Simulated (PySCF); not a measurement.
System: CH₇Ge₃N, SMILES N#[C][GeH2][GeH2][GeH3], singlet.

Simulated rotational absorption lines between 6 and 18 GHz at 5 K: rigid rotor with the equilibrium constants and dipole of one optimised conformer (PBE0-D3(BJ)/def2-SVP, PySCF 2.14.0), commonest isotopes; no centrifugal distortion, hyperfine structure, internal rotation or nuclear-spin weights; lines within 1 MHz of each other are summed.

What are the rotational constants, and what kind of rotor is it?

Answer. Rotational constants A, B, C = 1.706, 0.6967, 0.5398 GHz; Ray's κ = −0.73, an asymmetric top on the prolate side.

Which dipole components drive the lines?

Answer.
|μa|, |μb|, |μc| = 1.13, 3.38, 1.12 D; b-type lines carry 84 % of the intensity in this range.

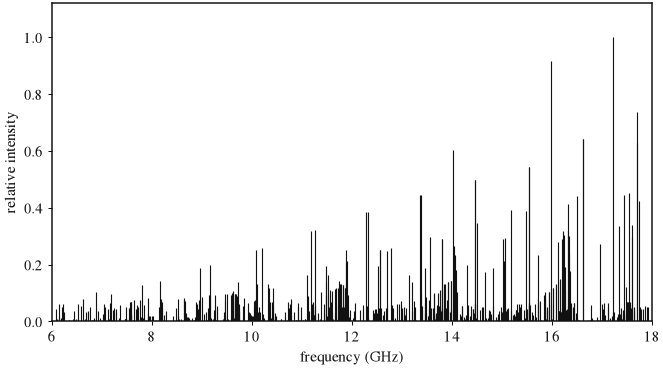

Known limits of this run: coarse grid, loose stop and no frequency check, small forces are noise and the end may be a saddle.
